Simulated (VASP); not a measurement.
Band structure of V (space group Im-3m). Calculation: PBE GGA, VASP's PBE PAW potentials (set 64) (plane waves; VASP).

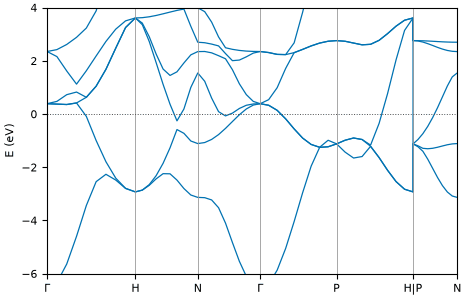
Figure. Bands along high-symmetry lines, zero at the valence-band maximum or, without a gap, the Fermi level

Problem. Read the plot: is there a gap, and where are the band edges?

Solution. It has no gap at this level: it comes out as a metal or semimetal.

The structure is a typed V crystal (Im-3m). The cell was not relaxed at this level. The run is not spin-polarised, so no magnetic state was tried.
